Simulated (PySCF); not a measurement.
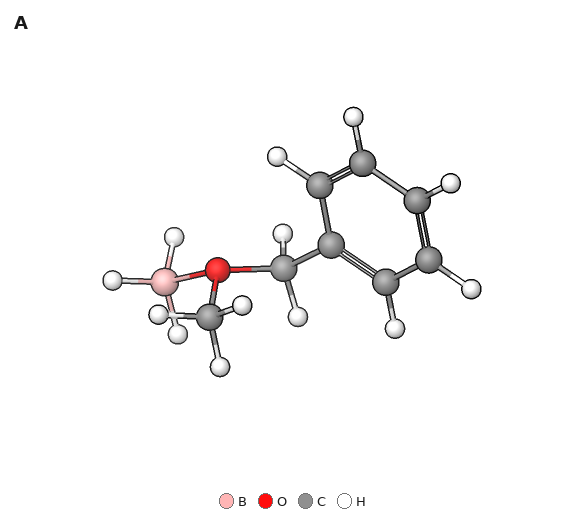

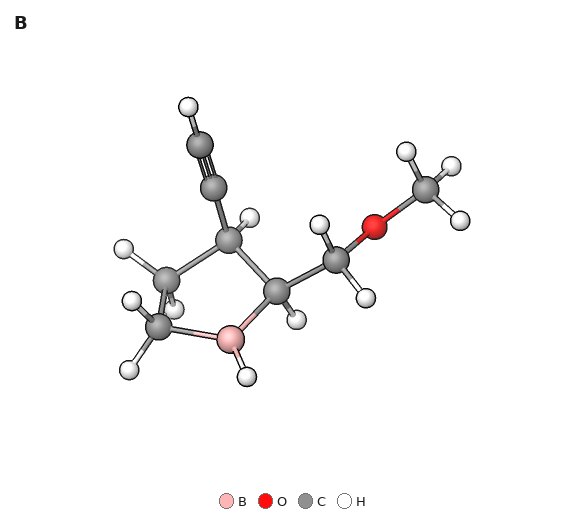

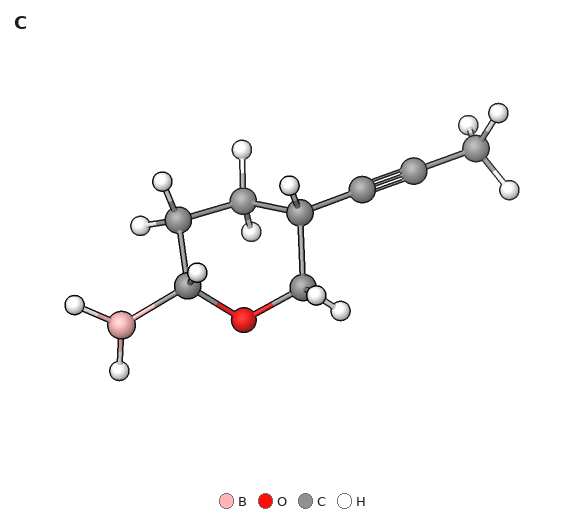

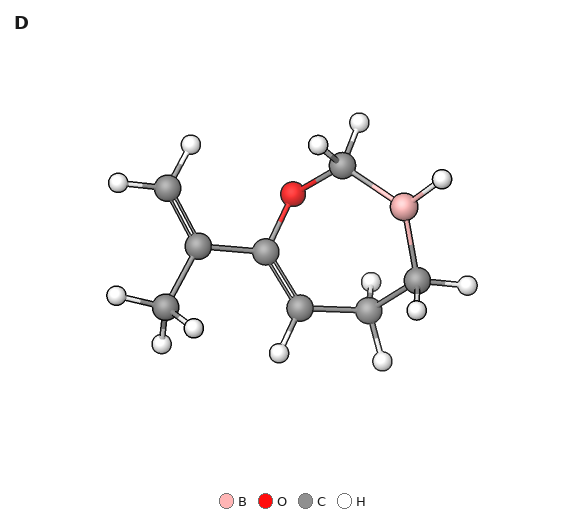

4 stationary structures of one formula. Geometries: GFN2-xTB. Electronic energies: PBE0/pcSseg-1 (PySCF 2.14.0), without zero-point energy. No frequency run is at hand to confirm each as a minimum. Each is one conformer, not always the lowest.

### Are they conformers, stereoisomers or constitutional isomers?

They are constitutional isomers of C8H13BO: A `[BH3-][O+](C)Cc1ccccc1`, B `C#C[C@@H]1CCB[C@@H]1COC`, C `B[C@@H]1CC[C@H](C#CC)CO1`, D `C=C(C)C1=CCCBCO1`.

### Which is lowest in energy, and by how much?

A is lowest; D lies 8.5 kcal/mol above it, B lies 35.3 kcal/mol above it, C lies 40.8 kcal/mol above it.

The geometry is semi-empirical. Around B such bond lengths and angles can be off by a tenth of an ångström or more and by several degrees, and values that hang on the shape move with them.
